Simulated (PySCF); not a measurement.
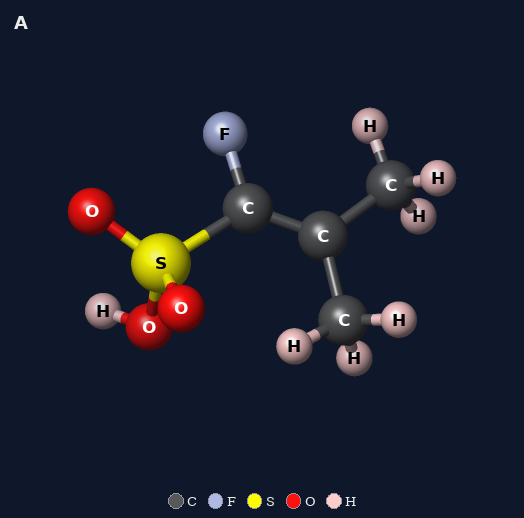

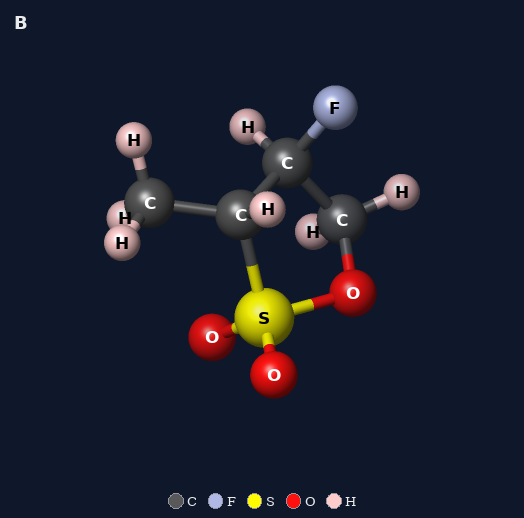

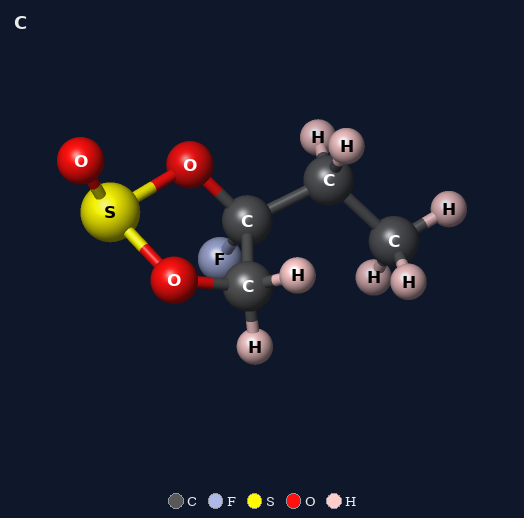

3 stationary structures of one formula. Geometries: GFN2-xTB. Electronic energies: PBE0/pcSseg-1 (PySCF 2.14.0), without zero-point energy. No frequency run is at hand to confirm each as a minimum. Each is one conformer, not always the lowest.

Are they conformers, stereoisomers or constitutional isomers?

They are constitutional isomers of C4H7FO3S: A `CC(C)=C(F)S(=O)(=O)O`, B `C[C@@H]1[C@@H](F)COS1(=O)=O`, C `CC[C@@]1(F)CO[S@@](=O)O1`.

Which is lowest in energy, and by how much?

C is lowest; B lies 56.7 kJ/mol above it, A lies 119.9 kJ/mol above it.
